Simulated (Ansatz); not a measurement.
# PH2+ (triplet): trial inputs and their diagnosis at scale of all distances = 1.278

4 inputs are run for PH2+ (triplet) as typed; the log has to tell whether the result can be used and what must change.

Program: Ansatz 0.2.0, Gaussian basis. Level of theory: the settings change from run to run. These are calculated values, not measurements.

10 further runs of the same task are left out: 5 that didn't finish, 5 set aside as unsound or not needed.

## Step 1: The system

The geometry derives from a PBE0/def2-TZVP stationary point (not a proven minimum). All distances are scaled together.

3 atoms, charge 1, spin multiplicity 3.

Atoms are counted from 1 here; the program's logs count them from 0.

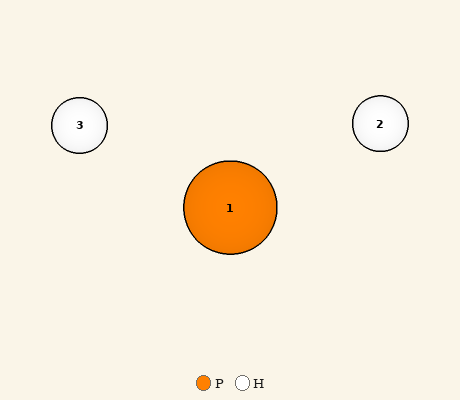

The geometry (phosphorus orange, hydrogen white); atoms are numbered from 1 in the order of the file.

## Step 2: Try 1

Contents of in.yaml:

```yaml
crystal:
  periodic: [false, false, false]
  atoms:
    - {symbol: P, position_ang: [0.000000, -0.053437, 0.000000]}
    - {symbol: H, position_ang: [0.000000, 0.821054, -1.584360]}
    - {symbol: H, position_ang: [0.000000, 0.821054, 1.584360]}
basis:
  gaussian: {orbitals: def2-SVP}
total_charge: 1
magnetization: {spin_polarized: false, initial_magnetization: 2}
correlation: {method: sc_nevpt2, electrons: outside_noble_gas, active_space: {window: {electrons: 4, orbitals: 4}, states: [{multiplicity: 3, weights: [1, 1]}], root: 2}}
```

The run is started by

```console
> ansatz run in.yaml --threads 1 --pin off --events-out ev --progress --plain --max-ram 2393MiB
```

The program printed:

```text
Error: the active space averages no state 2, counted from zero
```

Wall time 0.03 s (1 thread of Arm Neoverse V1, shared host).

Diagnosis: The run was refused. The root asked for lies beyond the states averaged. Fix: average more states or name a lower root.

## Step 3: Try 2

Contents of in.yaml:

```yaml
crystal:
  periodic: [false, false, false]
  atoms:
    - {symbol: P, position_ang: [0.000000, -0.053437, 0.000000]}
    - {symbol: H, position_ang: [0.000000, 0.821054, -1.584360]}
    - {symbol: H, position_ang: [0.000000, 0.821054, 1.584360]}
basis:
  gaussian: {orbitals: STO-3G}
total_charge: 1
correlation: {method: fic_mrcisd_q, electrons: outside_noble_gas, active_space: {window: {electrons: 4, orbitals: 4}}}
magnetization: {spin_polarized: true, initial_magnetization: 2}
```

The command is unchanged.

The program printed:

```text
Error: invalid value for `correlation.active_space`: it starts from restricted Hartree–Fock orbitals; set hamiltonian.xc: hf without magnetization.spin_polarized
```

It took 0.03 s on 1 thread of Arm Neoverse V1, shared host.

What is wrong: The run was refused. An active space is asked on unrestricted orbitals. Cure: drop spin_polarized: true.

## Step 4: Try 3

Contents of in.yaml:

```yaml
crystal:
  periodic: [false, false, false]
  atoms:
    - {symbol: P, position_ang: [0.000000, -0.053437, 0.000000]}
    - {symbol: H, position_ang: [0.000000, 0.821054, -1.584360]}
    - {symbol: H, position_ang: [0.000000, 0.821054, 1.584360]}
basis:
  gaussian: {orbitals: def2-SVPD}
total_charge: 1
magnetization: {spin_polarized: false, initial_magnetization: 2}
correlation: {method: mp2, frozen_orbitals: {P: 20}}
accuracy: high
```

Same command.

The program printed:

```text
Functional definition: HF
  name "HF"
  cite "Fock, Z. Phys. 61, 126 (1930) doi:10.1007/BF01340294"
  parent pbe
  exchange = exact_x
  correlation = 0
Error: "frozen_orbitals" has no count for H
```

Wall time 0.03 s (1 thread of Arm Neoverse V1, shared host).

Diagnosis: The run was refused. The frozen-orbital counts are incomplete or too large. Fix: leave frozen_orbitals out, or give each element a count that its core has.

## Step 5: Try 4

Contents of in.yaml:

```yaml
crystal:
  periodic: [false, false, false]
  atoms:
    - {symbol: P, position_ang: [0.000000, -0.053437, 0.000000]}
    - {symbol: H, position_ang: [0.000000, 0.821054, -1.584360]}
    - {symbol: H, position_ang: [0.000000, 0.821054, 1.584360]}
basis:
  gaussian: {orbitals: "6-31G*"}
total_charge: 1
magnetization: {spin_polarized: false, initial_magnetization: 2}
correlation: {method: sc_nevpt2, electrons: outside_noble_gas}
output: {forces: true}
```

Launched as before.

The program printed:

```text
Error: this correlation method needs an active space: name one as the reference
```

Wall time 0.03 s (1 thread of Arm Neoverse V1, shared host).

What is wrong: The run was refused. This method needs an active space and has none. Cure: add an active_space block.

## Step 6: How the runs ended

| try | level | ended | cause | time |
| --- | --- | --- | --- | --- |
| 1 | NEVPT2(4,4)/def2-SVP | refused | the root asked for lies beyond the states averaged | 0.03 s |
| 2 | MRCISD+Q(4,4)/STO-3G | refused | an active space is asked on unrestricted orbitals | 0.03 s |
| 3 | MP2 on ROHF/def2-SVPD | refused | the frozen-orbital counts are incomplete or too large | 0.03 s |
| 4 | 'sc_nevpt2'/6-31G* | refused | this method needs an active space and has none | 0.03 s |

4 refused.
